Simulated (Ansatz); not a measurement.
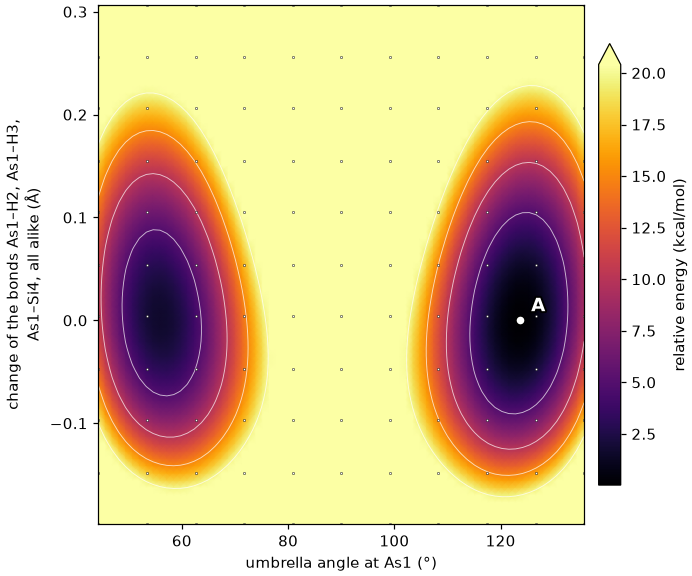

AsH2(SiH3) (AsH5Si). 
- Coordinates scanned: (1) umbrella angle at As1 (between each of its bonds and their common axis; 90 is planar); (2) change of the bonds As1–H2, As1–H3, As1–Si4, all alike.
- Nothing is relaxed (all other coordinates rigid).
- The grid has 11 × 11 points.
- Points are written as (first, second).
- Energies are in kcal/mol, from the relaxed molecule at the same level.
- These are results of Ansatz, RKS PBE0-D4/def2-TZVP, not measurements.

The picture shows a smooth colour map with a few white contour lines, dots at the grid points, one colour for all values above the top of the scale, the well A. Between grid points the surface is interpolated.

Q: Estimate the position of the minimum and the force constants in these coordinates. Take the well at A.

A: The interpolated minimum is at the first coordinate ≈ 123.7°, the second coordinate ≈ 0.000 Å. The curvatures there are about 17 eV/rad² and 46 eV/Å², with a cross term of about −3.6 eV/(rad·Å). Round the minimum the two coordinates are weakly coupled (coupling −0.13 in units of the two stiffnesses). (1 eV is 23.1 kcal/mol.)
